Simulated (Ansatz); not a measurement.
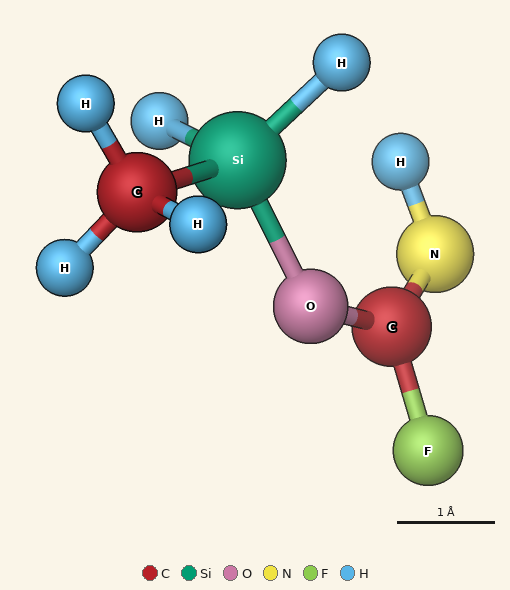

Figure 1. The structure as given in the input (ball-and-stick view, seen at a tilt).

**Nudged elastic band, with input and output: C$_{2}$H$_{6}$FNOSi**

- system: C$_{2}$H$_{6}$FNOSi
- method: RKS B3LYP-D4/cc-pVDZ (Ansatz 0.2.0)

It belongs to a series of runs on one base structure; here: band between the two ends.

**Output**
```
Engine: ansatz 0.2.0, x86_64-unknown-linux-gnu
Functional definition: B3LYP
  parameter a0 = 0.2
  parameter ax = 0.72
  parameter ac = 0.81
  exchange = (1 - a0 - ax)*slater_x + ax*b88_x + a0*exact_x
  correlation = (1 - ac)*vwn_rpa_c + ac*lyp_c
1258 factors; integrals over basis functions are off by at most 3.5e-4 eV
mean field evaluation 1: about -16294.2528 eV, gradient 7.3e1 eV
mean field evaluation 2: about -16282.5812 eV, gradient 1.0e2 eV
mean field evaluation 4: about -16304.7813 eV, gradient 6.3e0 eV
mean field evaluation 8: about -16304.9150 eV, gradient 5.0e-1 eV
mean field evaluation 16: about -16304.9155 eV, gradient 3.0e-5 eV
mean field -16304.91551785 eV, -599.1945934122 hartree, gradient 8.8e-6 eV, S^2 0.000000; 0 other end points of the search recorded, 0 dependent functions left out
the calculation of the forces begins
reference -16304.91577064 eV, -599.1946027023 hartree; 28, 28 occupied and 90, 90 virtual orbitals, 1258 factors
1258 factors; integrals over basis functions are off by at most 4.2e-4 eV
mean field evaluation 32: about -16304.9002 eV, gradient 7.6e-4 eV
mean field -16304.90024511 eV, -599.1940321495 hartree, gradient 2.6e-5 eV, S^2 0.000000; 0 other end points of the search recorded, 0 dependent functions left out
[... from here on the field's lines of each further geometry are left out, up to the last ...]
NEB iter   1: max|band force component| = 1.064e0 eV/Å  barrier→ = 0.2766 eV  barrier← = 0.2780 eV  Δτ_max = 0.2000 Å  (199 SCF iters)
NEB iter   2: max|band force component| = 7.326e-1 eV/Å  barrier→ = 0.0846 eV  barrier← = 0.0860 eV  Δτ_max = 0.1698 Å  (152 SCF iters)
NEB iter   3: max|band force component| = 1.289e0 eV/Å  barrier→ = 0.1139 eV  barrier← = 0.1152 eV  Δτ_max = 0.0789 Å  (150 SCF iters)
NEB iter   4: max|band force component| = 3.154e-1 eV/Å  barrier→ = 0.0400 eV  barrier← = 0.0414 eV  CI = image 3  Δτ_max = 0.0102 Å  (152 SCF iters)
NEB iter   5: max|band force component| = 1.535e-1 eV/Å  barrier→ = 0.0385 eV  barrier← = 0.0399 eV  CI = image 3  Δτ_max = 0.0192 Å  (129 SCF iters)
the calculation of the forces begins
reference -16304.89681754 eV, -599.1939061885 hartree; 28, 28 occupied and 90, 90 virtual orbitals, 1258 factors
1258 factors; integrals over basis functions are off by at most 3.8e-4 eV
mean field evaluation 384: about -16304.8789 eV, gradient 4.3e-2 eV
mean field -16304.87892089 eV, -599.1932484986 hartree, gradient 2.7e-5 eV, S^2 0.000000; 1 other end points of the search recorded, 0 dependent functions left out
the calculation of the forces begins
reference -16304.87917520 eV, -599.1932578444 hartree; 28, 28 occupied and 90, 90 virtual orbitals, 1258 factors
NEB iter   6: max|band force component| = 4.645e-2 eV/Å  barrier→ = 0.0378 eV  barrier← = 0.0391 eV  CI = image 3  Δτ_max = 0.0000 Å  (303 SCF iters)
```

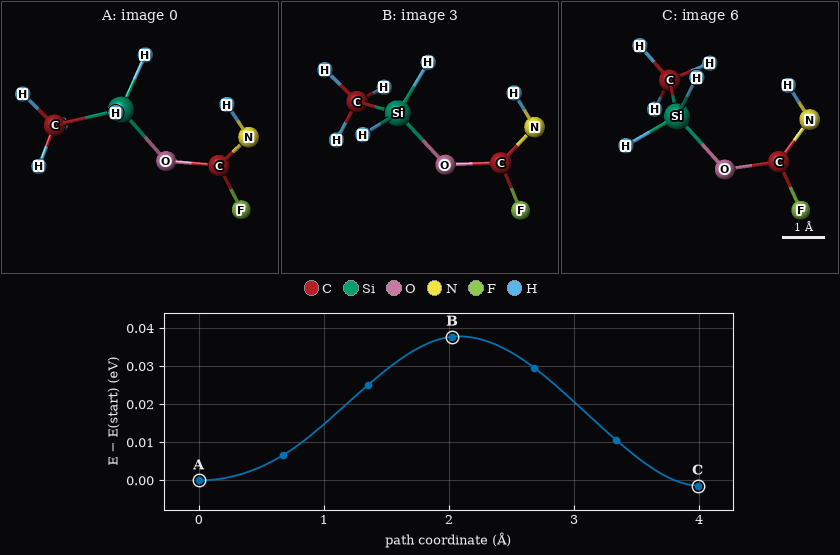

Figure 2. Images of the last band (counted from 0; ball-and-stick, seen at a tilt) above the energy along the path; the line is a cubic interpolation that uses the forces. The highest image is number 3, 0.038 eV above the start and 0.039 eV above the end (the climbing image); the end lies 0.001 eV below the start. The path is 3.99 Å long. The band converged in 6 iterations.

```
Total energy: -16305.26164146 eV, -599.2073132203 hartree
Atom 0 at    -0.556403    -1.636165     1.039467 Å, force    -0.000357     0.001816     0.004829 eV/Å
Atom 1 at     0.291927    -0.751575    -0.372692 Å, force    -0.001746     0.001405    -0.009768 eV/Å
Atom 2 at    -0.599376     0.692726    -0.673731 Å, force     0.011325    -0.012945     0.015630 eV/Å
Atom 3 at    -0.186143     1.967545    -0.626722 Å, force    -0.026230     0.003879    -0.008858 eV/Å
Atom 4 at     0.944560     2.500143    -0.477577 Å, force     0.015194     0.011832     0.001782 eV/Å
Atom 5 at    -1.258008     2.749813    -0.780534 Å, force     0.002347     0.005544    -0.004449 eV/Å
Atom 6 at    -1.604686    -1.856654     0.783370 Å, force    -0.001657     0.002147    -0.000037 eV/Å
Atom 7 at    -0.044304    -2.588198     1.257082 Å, force    -0.000252    -0.002675    -0.000430 eV/Å
Atom 8 at    -0.541711    -1.016252     1.950012 Å, force     0.001677    -0.004019    -0.000211 eV/Å
Atom 9 at     1.702713    -0.381320    -0.041903 Å, force     0.000260     0.001417     0.002119 eV/Å
Atom 10 at     0.251462    -1.528310    -1.643994 Å, force     0.001365    -0.000806    -0.002329 eV/Å
Atom 11 at     1.676969     1.793150    -0.378777 Å, force    -0.001924    -0.007596     0.001724 eV/Å
Dipole moment:     0.129879    -0.876925     0.216998 e Å
this run last wrote the band of iteration 6 to [file]
```

**The last band as extended XYZ (Å, eV, eV/Å)**
```
12
Properties=species:S:1:pos:R:3:forces:R:3 image=0 energy=-16305.29915
C    -0.6609   -1.7151    1.0936   -0.0017  -0.0009   0.0013
Si    0.3749   -0.5869    0.0252    0.0006   0.0039  -0.0016
O    -0.5176    0.8901   -0.0584   -0.0060   0.0028   0.0028
C    -0.1269    1.9815   -0.7301    0.0112  -0.0060  -0.0045
N     0.8878    2.2372   -1.4331   -0.0014  -0.0055   0.0027
F    -1.0542    2.9271   -0.5639   -0.0025  -0.0012   0.0014
H    -1.6499   -1.8787    0.6375    0.0012   0.0011   0.0001
H    -0.1641   -2.6923    1.2094   -0.0003   0.0010  -0.0006
H    -0.8038   -1.2760    2.0934    0.0006  -0.0001  -0.0013
H     1.7135   -0.2828    0.6164    0.0008  -0.0009   0.0012
H     0.5535   -1.0976   -1.3680   -0.0004  -0.0007  -0.0005
H     1.5247    1.4384   -1.4881   -0.0020   0.0067  -0.0011
12
Properties=species:S:1:pos:R:3:forces:R:3 image=1 energy=-16305.29249
C    -0.6344   -1.7108    1.0914   -0.0105  -0.0066   0.0071
Si    0.3211   -0.6417   -0.1041    0.0108  -0.0112  -0.0101
O    -0.5849    0.8236   -0.2117    0.0183   0.0183   0.0220
C    -0.1395    1.9858   -0.7094   -0.0420  -0.0034   0.0035
N     0.9765    2.3538   -1.1637    0.0097  -0.0069  -0.0059
F    -1.1456    2.8627   -0.6708    0.0086   0.0066  -0.0116
H    -1.6512   -1.9023    0.7143    0.0006   0.0007  -0.0023
H    -0.1259   -2.6789    1.2304   -0.0001  -0.0030  -0.0021
H    -0.7121   -1.2131    2.0708   -0.0002  -0.0053   0.0003
H     1.6924   -0.3034    0.3875   -0.0009   0.0002   0.0058
H     0.4143   -1.2302   -1.4739    0.0051   0.0103   0.0011
H     1.6664    1.5994   -1.1268    0.0006   0.0005  -0.0077
12
Properties=species:S:1:pos:R:3:forces:R:3 image=2 energy=-16305.27414
C    -0.5989   -1.6842    1.0760   -0.0054  -0.0048   0.0076
Si    0.2938   -0.7032   -0.2391    0.0042  -0.0015  -0.0139
O    -0.6183    0.7482   -0.4280    0.0218   0.0055   0.0405
C    -0.1592    1.9831   -0.6782   -0.0431  -0.0103  -0.0141
N     0.9970    2.4538   -0.8424    0.0169   0.0089  -0.0070
F    -1.2108    2.8037   -0.7436    0.0059   0.0130  -0.0111
H    -1.6342   -1.8970    0.7667   -0.0018  -0.0010  -0.0030
H    -0.0849   -2.6424    1.2572   -0.0007  -0.0059  -0.0027
H    -0.6255   -1.1173    2.0201   -0.0014  -0.0093   0.0014
H     1.6851   -0.3348    0.1671   -0.0002   0.0022   0.0105
H     0.3221   -1.3912   -1.5632    0.0029   0.0082  -0.0006
H     1.7109    1.7262   -0.7586    0.0010  -0.0049  -0.0075
12
Properties=species:S:1:pos:R:3:forces:R:3 image=3 energy=-16305.26139
C    -0.5564   -1.6362    1.0395   -0.0004   0.0018   0.0048
Si    0.2919   -0.7516   -0.3727   -0.0017   0.0014  -0.0098
O    -0.5994    0.6927   -0.6737    0.0113  -0.0129   0.0156
C    -0.1861    1.9675   -0.6267   -0.0262   0.0039  -0.0089
N     0.9446    2.5001   -0.4776    0.0152   0.0118   0.0018
F    -1.2580    2.7498   -0.7805    0.0023   0.0055  -0.0044
H    -1.6047   -1.8567    0.7834   -0.0017   0.0021   0.0000
H    -0.0443   -2.5882    1.2571   -0.0003  -0.0027  -0.0004
H    -0.5417   -1.0163    1.9500    0.0017  -0.0040  -0.0002
H     1.7027   -0.3813   -0.0419    0.0003   0.0014   0.0021
H     0.2515   -1.5283   -1.6440    0.0014  -0.0008  -0.0023
H     1.6770    1.7932   -0.3788   -0.0019  -0.0076   0.0017
12
Properties=species:S:1:pos:R:3:forces:R:3 image=4 energy=-16305.26949
C    -0.5059   -1.5717    0.9876   -0.0001   0.0093   0.0108
Si    0.3069   -0.7743   -0.4973    0.0016  -0.0081  -0.0116
O    -0.5463    0.6741   -0.8815    0.0236  -0.0084  -0.0145
C    -0.2188    1.9354   -0.5641   -0.0471  -0.0070  -0.0061
N     0.8346    2.4627   -0.1199    0.0114   0.0077   0.0147
F    -1.2799    2.7086   -0.8100    0.0094   0.0088   0.0027
H    -1.5648   -1.7900    0.7768    0.0009   0.0068   0.0013
H     0.0006   -2.5199    1.2346    0.0020   0.0022   0.0000
H    -0.4530   -0.9111    1.8676    0.0040   0.0009   0.0019
H     1.7384   -0.4288   -0.2352    0.0010  -0.0021  -0.0025
H     0.1916   -1.6057   -1.7265   -0.0042  -0.0039  -0.0049
H     1.5736    1.7658    0.0020   -0.0024  -0.0062   0.0081
12
Properties=species:S:1:pos:R:3:forces:R:3 image=5 energy=-16305.28844
C    -0.4485   -1.4889    0.9352    0.0000   0.0076   0.0071
Si    0.3325   -0.7823   -0.6127    0.0036  -0.0082  -0.0073
O    -0.4743    0.6817   -1.0454    0.0194   0.0002  -0.0123
C    -0.2541    1.8880   -0.5032   -0.0355  -0.0081  -0.0133
N     0.6828    2.3520    0.2002    0.0022  -0.0008   0.0155
F    -1.2736    2.6841   -0.8343    0.0090   0.0052   0.0075
H    -1.5182   -1.6936    0.7705    0.0022   0.0077   0.0015
H     0.0468   -2.4348    1.2123    0.0016   0.0042   0.0009
H    -0.3516   -0.7885    1.7801    0.0055   0.0052  -0.0014
H     1.7838   -0.4799   -0.4123    0.0014  -0.0033  -0.0040
H     0.1368   -1.6460   -1.8075   -0.0050  -0.0042  -0.0038
H     1.4147    1.6531    0.3512   -0.0043  -0.0056   0.0096
12
Properties=species:S:1:pos:R:3:forces:R:3 image=6 energy=-16305.30052
C    -0.3786   -1.4348    0.8400    0.0020   0.0019  -0.0025
Si    0.3734   -0.7565   -0.7362   -0.0022  -0.0079   0.0047
O    -0.3917    0.7425   -1.1344   -0.0053   0.0050  -0.0075
C    -0.2960    1.8535   -0.3928    0.0053  -0.0007  -0.0070
N     0.4812    2.1930    0.5411    0.0056  -0.0042   0.0076
F    -1.2398    2.7083   -0.7921    0.0062  -0.0083   0.0068
H    -1.4558   -1.6224    0.7067    0.0030   0.0005   0.0006
H     0.1091   -2.3832    1.1206   -0.0022   0.0006   0.0003
H    -0.2495   -0.7210    1.6692    0.0011   0.0000   0.0002
H     1.8404   -0.5089   -0.5834    0.0002   0.0029   0.0024
H     0.1013   -1.5972   -1.9321   -0.0020   0.0006  -0.0020
H     1.1829    1.4717    0.7273   -0.0118   0.0098  -0.0036
```

The run was set up as follows.

**Input file**
```yaml
crystal:
  periodic: [false, false, false]
  atoms:
    - { symbol: C, position_ang: [-0.660915, -1.715074, 1.093599] }
    - { symbol: Si, position_ang: [0.374933, -0.586925, 0.025247] }
    - { symbol: O, position_ang: [-0.517618, 0.890104, -0.058433] }
    - { symbol: C, position_ang: [-0.126919, 1.981537, -0.730081] }
    - { symbol: "N", position_ang: [0.887797, 2.237207, -1.43308] }
    - { symbol: F, position_ang: [-1.054244, 2.927051, -0.563899] }
    - { symbol: H, position_ang: [-1.649863, -1.878719, 0.637517] }
    - { symbol: H, position_ang: [-0.164074, -2.692295, 1.209392] }
    - { symbol: H, position_ang: [-0.803795, -1.27601, 2.093415] }
    - { symbol: H, position_ang: [1.713484, -0.282787, 0.616412] }
    - { symbol: H, position_ang: [0.55354, -1.097631, -1.368011] }
    - { symbol: H, position_ang: [1.524674, 1.438443, -1.488078] }
basis:
  gaussian: { orbitals: cc-pVDZ }
hamiltonian:
  xc: b3lyp
  dispersion: d4
neb:
  order_check: false
  images: 5
  f_tol: 0.05
  max_iterations: 60
  initial_path: idpp
  final_atoms:
    - { symbol: C, position_ang: [-0.4475708, -1.27640581, 1.03770243] }
    - { symbol: Si, position_ang: [0.34020432, -0.8733875, -0.61366676] }
    - { symbol: O, position_ang: [-0.35277806, 0.58383761, -1.23597057] }
    - { symbol: C, position_ang: [-0.20763282, 1.78664474, -0.66518893] }
    - { symbol: "N", position_ang: [0.58163468, 2.22437752, 0.21622233] }
    - { symbol: F, position_ang: [-1.10926109, 2.61536562, -1.19540217] }
    - { symbol: H, position_ang: [-1.53196635, -1.43219311, 0.92274641] }
    - { symbol: H, position_ang: [-0.00561747, -2.19435268, 1.45977102] }
    - { symbol: H, position_ang: [-0.287864, -0.45473744, 1.75388859] }
    - { symbol: H, position_ang: [1.81669938, -0.67330993, -0.48438631] }
    - { symbol: H, position_ang: [0.03283455, -1.86803988, -1.67536121] }
    - { symbol: H, position_ang: [1.24831765, 1.50710187, 0.51364518] }
```

Launched with:
```bash
ansatz run input.yaml --threads 2 --pin off --max-ram 3072MiB --backend cpu --events-out ev --progress --plain --runs-dir out
```

**Results in brief**

```tsv
quantity	value
outcome	converged
barrier, forward	0.038 eV
barrier, backward	0.039 eV
hardware	2 threads of Intel Xeon (Sapphire Rapids), 16 GiB of memory available, shared host
wall time	99 s (CPU time 3.2 min)
peak memory	0.31 GiB
```

The order of the saddle point was not checked.
